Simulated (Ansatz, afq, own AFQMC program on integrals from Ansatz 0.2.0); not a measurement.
# NH₄ (doublet): AFQMC on the coupled-cluster ladder at distance N1–H4 along a hydrogen transfer = 1.088 Å, cc-pVTZ

Aim: compute NH₄ (doublet) with auxiliary-field quantum Monte Carlo on the same integrals as coupled cluster, and set the energies side by side.

Method: cc-pVTZ, frozen cores; program: Ansatz 0.2.0, Gaussian basis, and an in-house AFQMC program (afq) on its integrals; all values are calculated.

The runs, in order: PBE (unrestricted); r2SCAN (unrestricted); PBE0 (unrestricted); B3LYP (unrestricted); CCSD(T) on UHF; wB97M-V (unrestricted); B2PLYP (unrestricted); CCSDT(Q) on UHF; Phaseless AFQMC, CISD trial on UHF.

## 1. The geometry

The geometry derives from fragments relaxed apart (PBE0/def2-TZVP) and kept rigid, so it is no stationary point. A hydrogen atom is moved between rigid fragments.

5 atoms, charge 0, spin multiplicity 2.

Atoms are counted from 1 here; the program's logs count them from 0.

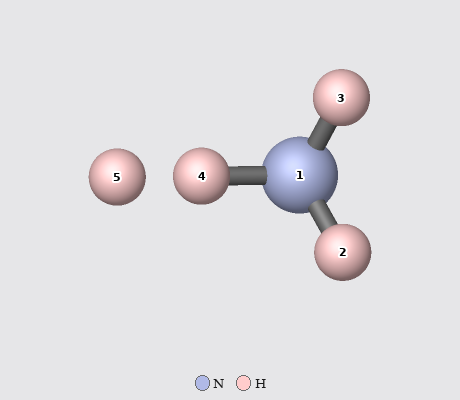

The geometry (nitrogen light blue, hydrogen pink); atoms are numbered from 1 in the order of the file.

## 2. PBE (unrestricted)

Input file in.yaml:

```yaml
crystal:
  periodic: [false, false, false]
  atoms:
    - {symbol: N, position_ang: [-0.140612, -0.031601, -0.049186]}
    - {symbol: H, position_ang: [-0.437892, 0.936233, -0.049186]}
    - {symbol: H, position_ang: [-0.437891, -0.433900, 0.831073]}
    - {symbol: H, position_ang: [0.947388, -0.031600, -0.049187]}
    - {symbol: H, position_ang: [1.882388, -0.031600, -0.049187]}
basis:
  gaussian: {orbitals: cc-pVTZ}
magnetization: {spin_polarized: true, initial_magnetization: 1}
hamiltonian: {xc: {name: PBE}}
output: {orbitals: {seedname: orbitals}}
```

Run with:

```
$ ansatz run in.yaml --threads 1 --pin off --events-out ev --progress --plain --max-ram 5120MiB --backend cpu
```

Standard output:

```text
Functional definition: PBE
  name "PBE"
  cite "Perdew, Burke & Ernzerhof, Phys. Rev. Lett. 77, 3865 (1996) doi:10.1103/PhysRevLett.77.3865"
  parent pbe
  parameter kappa = 0.804
  parameter beta = 0.06672455060314922
  exchange = pbe_x(kappa = kappa, mu = beta*pi^2/3)
  correlation = pbe_c(beta = beta)
415 factors; their error is unknown
mean field evaluation 1: about -1543.2027 eV, gradient 4.5e1 eV
mean field evaluation 2: about -1516.9513 eV, gradient 7.8e1 eV
mean field evaluation 4: about -1550.6725 eV, gradient 4.2e0 eV
mean field evaluation 8: about -1550.7892 eV, gradient 3.4e-2 eV
mean field evaluation 16: about -1550.7814 eV, gradient 6.8e-5 eV
mean field -1550.78137335 eV, -56.9901643133 hartree, gradient 6.8e-5 eV, S^2 0.753433; 0 other end points of the search recorded, 0 dependent functions left out
reference -1550.78139919 eV, -56.9901652627 hartree; 6, 5 occupied and 80, 81 virtual orbitals, 415 factors
Total energy: -1550.78139919 eV, -56.9901652627 hartree
```

Run time: 0.75 s. Hardware: 1 thread of AMD EPYC 7R13 (Zen 3), shared host; peak memory 1.6 GiB.

From the report: ⟨S²⟩ of the determinant 0.753 (pure doublet: 0.75).

## 3. r2SCAN (unrestricted)

Edit in.yaml of step 2 so:

```diff
@@ -11,3 +11,2 @@
 magnetization: {spin_polarized: true, initial_magnetization: 1}
-hamiltonian: {xc: {name: PBE}}
-output: {orbitals: {seedname: orbitals}}
+hamiltonian: {xc: {name: r2SCAN}}
```

The command is unchanged.

Standard output:

```text
Functional definition: r2SCAN
  name "r2SCAN"
  cite "Furness, Kaplan, Ning, Perdew & Sun, J. Phys. Chem. Lett. 11, 8208 (2020) doi:10.1021/acs.jpclett.0c02405"
  cite "Furness, Kaplan, Ning, Perdew & Sun, J. Phys. Chem. Lett. 11, 9248 (2020) doi:10.1021/acs.jpclett.0c03077"
  parent r2scan
  parameter k0 = 0.174
  parameter k1 = 0.065
  parameter a1 = 4.9479
  exchange = r2scan_x(k0 = k0, k1 = k1, a1 = a1)
  correlation = r2scan_c
415 factors; their error is unknown
mean field evaluation 1: about -1545.5946 eV, gradient 4.1e1 eV
mean field evaluation 2: about -1530.1564 eV, gradient 6.5e1 eV
mean field evaluation 4: about -1551.8741 eV, gradient 2.3e0 eV
mean field evaluation 8: about -1551.9105 eV, gradient 3.5e-2 eV
mean field evaluation 16: about -1551.9025 eV, gradient 7.3e-5 eV
mean field -1551.90249037 eV, -57.0313646039 hartree, gradient 7.3e-5 eV, S^2 0.756641; 0 other end points of the search recorded, 0 dependent functions left out
reference -1551.90250045 eV, -57.0313649742 hartree; 6, 5 occupied and 80, 81 virtual orbitals, 415 factors
Total energy: -1551.90250045 eV, -57.0313649742 hartree
```

It took 1.3 s on 1 thread of AMD EPYC 7R13 (Zen 3), shared host; peak memory 1.6 GiB.

From the report: ⟨S²⟩ of the determinant 0.757 (pure doublet: 0.75).

## 4. PBE0 (unrestricted)

Edit in.yaml of step 3 so:

```diff
@@ -11,2 +11,3 @@
 magnetization: {spin_polarized: true, initial_magnetization: 1}
-hamiltonian: {xc: {name: r2SCAN}}
+hamiltonian: {xc: {name: PBE0}}
+output: {orbitals: {seedname: orbitals}}
```

The command is unchanged.

Standard output:

```text
Functional definition: PBE0
  name "PBE0"
  cite "Adamo & Barone, J. Chem. Phys. 110, 6158 (1999) doi:10.1063/1.478522"
  cite "Perdew, Burke & Ernzerhof, Phys. Rev. Lett. 77, 3865 (1996) doi:10.1103/PhysRevLett.77.3865"
  parent pbe
  parameter a = 0.25
  parameter kappa = 0.804
  parameter beta = 0.06672455060314922
  exchange = (1 - a)*pbe_x(kappa = kappa, mu = beta*pi^2/3) + a*exact_x
  correlation = pbe_c(beta = beta)
418 factors; their error is unknown
mean field evaluation 1: about -1545.9549 eV, gradient 3.6e1 eV
mean field evaluation 2: about -1539.1224 eV, gradient 5.0e1 eV
mean field evaluation 4: about -1550.8515 eV, gradient 8.7e-1 eV
mean field evaluation 8: about -1550.8537 eV, gradient 3.5e-2 eV
mean field evaluation 16: about -1550.8537 eV, gradient 3.5e-5 eV
mean field -1550.85374319 eV, -56.9928238559 hartree, gradient 3.5e-5 eV, S^2 0.756290; 0 other end points of the search recorded, 0 dependent functions left out
reference -1550.85376317 eV, -56.9928245902 hartree; 6, 5 occupied and 80, 81 virtual orbitals, 418 factors
Total energy: -1550.85376317 eV, -56.9928245902 hartree
```

It took 0.75 s on 1 thread of AMD EPYC 7R13 (Zen 3), shared host; peak memory 1.6 GiB.

From the report: ⟨S²⟩ of the determinant 0.756 (pure doublet: 0.75).

## 5. B3LYP (unrestricted)

Edit in.yaml of step 4 so:

```diff
@@ -11,3 +11,2 @@
 magnetization: {spin_polarized: true, initial_magnetization: 1}
-hamiltonian: {xc: {name: PBE0}}
-output: {orbitals: {seedname: orbitals}}
+hamiltonian: {xc: {name: B3LYP}}
```

Launched as before.

Standard output, cut to the lines that bear on the results:

```text
Functional definition: B3LYP
  name "B3LYP"
  cite "Stephens, Devlin, Chabalowski & Frisch, J. Phys. Chem. 98, 11623 (1994) doi:10.1021/j100096a001"
  cite "Becke, Phys. Rev. A 38, 3098 (1988) doi:10.1103/PhysRevA.38.3098"
  cite "Lee, Yang & Parr, Phys. Rev. B 37, 785 (1988) doi:10.1103/PhysRevB.37.785"
  cite "Vosko, Wilk & Nusair, Can. J. Phys. 58, 1200 (1980) doi:10.1139/p80-159"
[...]
415 factors; their error is unknown
[...]
mean field -1552.95851663 eV, -57.0701728529 hartree, gradient 2.5e-5 eV, S^2 0.755349; 0 other end points of the search recorded, 0 dependent functions left out
reference -1552.95868308 eV, -57.0701789700 hartree; 6, 5 occupied and 80, 81 virtual orbitals, 415 factors
Total energy: -1552.95868308 eV, -57.0701789700 hartree
```

Run time: 0.75 s. Hardware: 1 thread of AMD EPYC 7R13 (Zen 3), shared host; peak memory 1.6 GiB.

From the report: ⟨S²⟩ of the determinant 0.755 (pure doublet: 0.75).

## 6. CCSD(T) on UHF

Edit in.yaml of step 5 so:

```diff
@@ -11,2 +11,2 @@
 magnetization: {spin_polarized: true, initial_magnetization: 1}
-hamiltonian: {xc: {name: B3LYP}}
+correlation: {method: ccsd_t, electrons: outside_noble_gas, hamiltonian_folder: ham}
```

Run with:

```
$ ansatz run in.yaml --threads 1 --pin off --events-out ev --progress --plain --max-ram 15360MiB --backend cuda --devices 0, --max-vram 18GiB
```

Standard output, cut to the lines that bear on the results:

```text
Functional definition: HF
  name "HF"
  cite "Fock, Z. Phys. 61, 126 (1930) doi:10.1007/BF01340294"
  parent pbe
[...]
474 factors; integrals over basis functions are off by at most 1.5e-3 eV
[...]
mean field -1542.27556268 eV, -56.6775815364 hartree, gradient 1.3e-6 eV, S^2 0.771636; 1 other end points of the search recorded, 0 dependent functions left out
determinant -1542.27556268 eV, -56.6775815364 hartree, with singles and doubles -1549.46039030 eV, -56.9416190814 hartree
determinant -1539.18371659 eV, -56.5639582886 hartree, with singles and doubles -1546.19929286 eV, -56.8217759611 hartree
1 core orbitals not correlated: weight in the atoms' cores, before any rotation towards them, 1.000 or more for the frozen orbitals, at most 0.000 for the correlated occupied ones
reference -1542.27556268 eV, -56.6775815364 hartree; 5, 4 occupied and 80, 81 virtual orbitals, 474 factors
second order -6.65829412 eV of doubles, -0.00000000 eV of singles
cycle   1  -7.08924299 eV  change   -5.0e-1 eV  update   1.5e-2
[...]
cycle  10  -7.10561446 eV  change   -6.7e-6 eV  update   5.6e-6
perturbative correction -0.23385455 eV, -0.0085939963 hartree
Total energy: -1549.61503169 eV, -56.9473020477 hartree
```

Run time: 4.1 s. Hardware: 1 × NVIDIA H100 80GB HBM3 with 1 thread of AMD EPYC 7R13 (Zen 3), shared host; peak host memory 1.6 GiB.

From the report: ⟨S²⟩ of the determinant 0.772 (pure doublet: 0.75); correlation -7.3395 eV; T1 0.013; largest double amplitude 0.03.

This run also writes the integrals to the folder ham.

## 7. wB97M-V (unrestricted)

Edit in.yaml of step 6 so:

```diff
@@ -11,2 +11,3 @@
 magnetization: {spin_polarized: true, initial_magnetization: 1}
-correlation: {method: ccsd_t, electrons: outside_noble_gas, hamiltonian_folder: ham}
+hamiltonian: {xc: {name: wB97M-V}}
+output: {orbitals: {seedname: orbitals}}
```

Run with:

```
$ ansatz run in.yaml --threads 1 --pin off --events-out ev --progress --plain --max-ram 5120MiB --backend cpu
```

Standard output, cut to the lines that bear on the results:

```text
Functional definition: wB97M-V
  name "wB97M-V"
  cite "Mardirossian & Head-Gordon, J. Chem. Phys. 144, 214110 (2016) doi:10.1063/1.4952647"
  cite "Becke, J. Chem. Phys. 107, 8554 (1997) doi:10.1063/1.475007"
  cite "Vydrov & Van Voorhis, J. Chem. Phys. 133, 244103 (2010) doi:10.1063/1.3521275"
  # Of w^i u^j: cxij and so on, Table III.
[...]
  gx(w, u) = 1 - cx + cx01*u + cx10*w
  gss(w, u) = css00 + css04*u^4 + css10*w + css20*w^2 + css43*w^4*u^3
  gos(w, u) = cos00 + cos10*w + (cos20 + cos21*u)*w^2 + (cos60 + cos61*u)*w^6
[...]
      + integral(e_c_pw_mod_opposite_spin*gos(b97_w_opposite, b97_u_opposite)) + vv10(b, c)
415 factors; their error is unknown
111 factors; integrals over basis functions are off by at most 1.7e-5 eV
[...]
mean field -1551.50704799 eV, -57.0168323643 hartree, gradient 2.5e-5 eV, S^2 0.754774; 0 other end points of the search recorded, 0 dependent functions left out
reference -1551.50707972 eV, -57.0168335303 hartree; 6, 5 occupied and 80, 81 virtual orbitals, 415 factors
Total energy: -1551.50707972 eV, -57.0168335303 hartree
```

It took 2.4 s on 1 thread of AMD EPYC 7R13 (Zen 3), shared host; peak memory 1.6 GiB.

From the report: ⟨S²⟩ of the determinant 0.755 (pure doublet: 0.75).

## 8. B2PLYP (unrestricted)

Edit in.yaml of step 7 so:

```diff
@@ -11,3 +11,3 @@
 magnetization: {spin_polarized: true, initial_magnetization: 1}
-hamiltonian: {xc: {name: wB97M-V}}
-output: {orbitals: {seedname: orbitals}}
+hamiltonian: {xc: {name: B2PLYP}}
+correlation: {electrons: outside_noble_gas}
```

Launched as before.

Standard output, cut to the lines that bear on the results:

```text
Functional definition: B2PLYP
  name "B2PLYP"
  cite "Grimme, J. Chem. Phys. 124, 034108 (2006) doi:10.1063/1.2148954"
  cite "Becke, Phys. Rev. A 38, 3098 (1988) doi:10.1103/PhysRevA.38.3098"
  cite "Lee, Yang & Parr, Phys. Rev. B 37, 785 (1988) doi:10.1103/PhysRevB.37.785"
[...]
474 factors; integrals over basis functions are off by at most 1.5e-3 eV
[...]
mean field -1549.15404985 eV, -56.9303612775 hartree, gradient 7.1e-6 eV, S^2 0.760893; 0 other end points of the search recorded, 0 dependent functions left out
1 core orbitals not correlated: weight in the atoms' cores, before any rotation towards them, 1.000 or more for the frozen orbitals, at most 0.000 for the correlated occupied ones
reference -1549.15415689 eV, -56.9303652112 hartree; 5, 4 occupied and 80, 81 virtual orbitals, 474 factors
second order -8.04440925 eV of doubles, -0.00000000 eV of singles
Total energy: -1551.32614738 eV, -57.0101843897 hartree
```

Run time: 0.99 s. Hardware: 1 thread of AMD EPYC 7R13 (Zen 3), shared host; peak memory 1.6 GiB.

From the report: ⟨S²⟩ of the determinant 0.761 (pure doublet: 0.75).

## 9. CCSDT(Q) on UHF

Edit in.yaml of step 8 so:

```diff
@@ -11,3 +11,2 @@
 magnetization: {spin_polarized: true, initial_magnetization: 1}
-hamiltonian: {xc: {name: B2PLYP}}
-correlation: {electrons: outside_noble_gas}
+correlation: {method: ccsdt_q, electrons: outside_noble_gas}
```

Run with:

```
$ ansatz run in.yaml --threads 1 --pin off --events-out ev --progress --plain --max-ram 15360MiB --backend cuda --devices 0, --max-vram 18GiB
```

Standard output, cut to the lines that bear on the results:

```text
Functional definition: HF
  name "HF"
  cite "Fock, Z. Phys. 61, 126 (1930) doi:10.1007/BF01340294"
  parent pbe
[...]
1085 factors; integrals over basis functions are off by at most 2.3e-7 eV
[...]
mean field -1542.27556721 eV, -56.6775817030 hartree, gradient 1.2e-6 eV, S^2 0.771636; 1 other end points of the search recorded, 0 dependent functions left out
determinant -1542.27556721 eV, -56.6775817030 hartree, with singles and doubles -1549.46041732 eV, -56.9416200747 hartree
determinant -1539.18371765 eV, -56.5639583276 hartree, with singles and doubles -1546.19931809 eV, -56.8217768881 hartree
1 core orbitals not correlated: weight in the atoms' cores, before any rotation towards them, 1.000 or more for the frozen orbitals, at most 0.000 for the correlated occupied ones
reference -1542.27556721 eV, -56.6775817030 hartree; 5, 4 occupied and 80, 81 virtual orbitals, 1085 factors
second order -6.65832037 eV of doubles, -0.00000000 eV of singles
cycle   1  -6.88996809 eV  change   -2.3e-1 eV  update   6.0e-2
[...]
cycle  17  -7.34902984 eV  change   -1.1e-8 eV  update   6.1e-7
perturbative correction -0.01027784 eV, -0.0003777037 hartree
Total energy: -1549.63487489 eV, -56.9480312720 hartree
```

Wall time 9.5 s (1 × NVIDIA H100 80GB HBM3 with 1 thread of AMD EPYC 7R13 (Zen 3), shared host); peak host memory 1.6 GiB.

From the report: ⟨S²⟩ of the determinant 0.772 (pure doublet: 0.75); correlation -7.3593 eV; T1 0.014; largest double amplitude 0.03.

## 10. Phaseless AFQMC, CISD trial on UHF

It reads the integrals that the CCSD(T) run on this determinant wrote.

Run with:

```
$ afq ham --method phaseless --trial cisd --walkers 1800 --populations 20 --least-time 60 --time-step 0.005 --steps-per-block 50 --equilibration-blocks 28 --max-blocks 4000 --target-error 0.00018 --factor-cut 1e-05 --start spin_pure --seed 4331 --release-times 0.24,0.51,0.99,1.62,2.4 --release-step 0.03 --release-every 3 --taylor-order 6
```

Standard output:

```text
orbitals 85  electrons 5 4  factors 474 of 474
reference energy -56.67758154 Eh
CCSD correlation -0.26112671 Eh in 11 cycles, weight of the determinant in the CISD state 0.9192
energy of the start -56.937908 Eh
 block  time / (1/Eh)  mean weight  energy / Eh
     1     0.250  1.0001  -56.938202
     2     0.500  0.9995  -56.941850
     3     0.750  0.9998  -56.943709
     4     1.000  0.9997  -56.945771
     5     1.250  1.0003  -56.946278
     6     1.500  1.0003  -56.946922
     7     1.750  0.9999  -56.948938
     8     2.000  1.0001  -56.947940
     9     2.250  0.9998  -56.947649
    10     2.500  1.0001  -56.948456
    11     2.750  0.9995  -56.947611
    12     3.000  0.9999  -56.947760
    13     3.250  1.0000  -56.947533
    14     3.500  0.9999  -56.947690
    15     3.750  1.0001  -56.948161
    16     4.000  0.9999  -56.947799
    17     4.250  0.9999  -56.947290
    18     4.500  1.0001  -56.947893
    19     4.750  1.0002  -56.947523
    20     5.000  1.0005  -56.948253
    21     5.250  1.0004  -56.947385
    22     5.500  1.0002  -56.947431
    23     5.750  0.9997  -56.948040
    24     6.000  0.9996  -56.947469
    25     6.250  0.9998  -56.946800
    26     6.500  0.9998  -56.947166
    27     6.750  1.0006  -56.947257
    28     7.000  1.0001  -56.947099
    29     7.250  1.0001  -56.947743
    30     7.500  1.0006  -56.947165
    31     7.750  0.9992  -56.948276
    32     8.000  1.0003  -56.947086
    33     8.250  1.0003  -56.946918
    34     8.500  1.0002  -56.947262
    35     8.750  1.0000  -56.947590
    36     9.000  0.9996  -56.947453
    37     9.250  1.0003  -56.946798
    38     9.500  0.9993  -56.947588
    39     9.750  1.0004  -56.946626
    40    10.000  1.0002  -56.946823
    41    10.250  0.9997  -56.946994
    42    10.500  1.0001  -56.947214
    43    10.750  0.9992  -56.948534
    44    11.000  1.0003  -56.947327
    45    11.250  0.9996  -56.945655
    46    11.500  1.0004  -56.947059
    47    11.750  1.0002  -56.946570
    48    12.000  0.9997  -56.948068
    49    12.250  1.0000  -56.947968
    50    12.500  1.0000  -56.946471
    51    12.750  1.0001  -56.947695
    52    13.000  0.9998  -56.949289
    53    13.250  0.9995  -56.948448
    54    13.500  0.9997  -56.948568
    55    13.750  1.0004  -56.949011
    56    14.000  1.0003  -56.949222
    57    14.250  1.0002  -56.948014
    58    14.500  1.0002  -56.948689
    59    14.750  1.0002  -56.948411
    60    15.000  1.0002  -56.947436
    61    15.250  0.9999  -56.948414
    62    15.500  1.0000  -56.948231
    63    15.750  0.9998  -56.947448
    64    16.000  1.0002  -56.947015
    65    16.250  1.0002  -56.947045
    66    16.500  1.0001  -56.948787
    67    16.750  1.0003  -56.947776
    68    17.000  1.0003  -56.948266
    69    17.250  1.0004  -56.948375
    70    17.500  1.0006  -56.947717
    71    17.750  1.0006  -56.947628
    72    18.000  0.9995  -56.946415
    73    18.250  1.0002  -56.947687
    74    18.500  0.9990  -56.946481
    75    18.750  1.0007  -56.946769
    76    19.000  1.0002  -56.947086
    77    19.250  1.0007  -56.948210
    78    19.500  1.0000  -56.949948
error from the spread of 20 populations
released: time / (1/Eh)  energy / Eh  error  mean overlap
  0.24  -56.948145  0.000183  0.9921
  0.51  -56.947927  0.000108  0.9856
  0.99  -56.947992  0.000144  0.9844
  1.62  -56.948061  0.000213  0.9758
  2.40  -56.948026  0.000321  0.9580
energy -56.947665 +/- 0.000171 Eh
```

Run time: 46 s. Hardware: 1 × NVIDIA H100 80GB HBM3 with 2 threads of AMD EPYC 7R13 (Zen 3), shared host; peak host memory 1.8 GiB.

Energy -1549.6249 ± 0.0047 eV. Caveats: constraint bias not in the error.

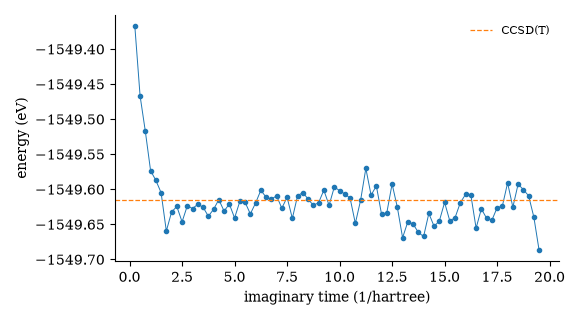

Block energies along the walk.

## 11. All levels side by side

On the UHF determinant, counted from CCSDT(Q) (a yardstick, not exact):

```
                                                level  energy (eV)  from CCSDT(Q) (meV)  statistical error (meV)  time
                                                   HF   -1542.2756              +7359.3                               
                                                  MP2   -1548.9339               +701.0                               
                                                 CCSD   -1549.3812               +253.7                               
                                              CCSD(T)   -1549.6150                +19.8                               
                                             CCSDT(Q)   -1549.6349                  0.0                               
Phaseless AFQMC, CISD trial, step 0.005, 1800 walkers   -1549.6249                +10.0                      4.7  46 s
```

The functionals' totals stand on their own zeros and serve differences with other points: PBE -1550.781 eV; r2SCAN -1551.903 eV; PBE0 -1550.854 eV; B3LYP -1552.959 eV; wB97M-V -1551.507 eV; B2PLYP -1551.326 eV.

## 12. Summary of results

```
                                        quantity            value
                    CCSD(T) on UHF from CCSDT(Q)        +19.8 meV
Phaseless AFQMC, CISD trial on UHF from CCSDT(Q)  +10.0 ± 4.7 meV
```

In words: On UHF the phaseless walk with the CISD trial lies +10.0 meV from CCSDT(Q), within three error bars. Error bars are statistical and leave out the constraint, the time step and what remains of the start.
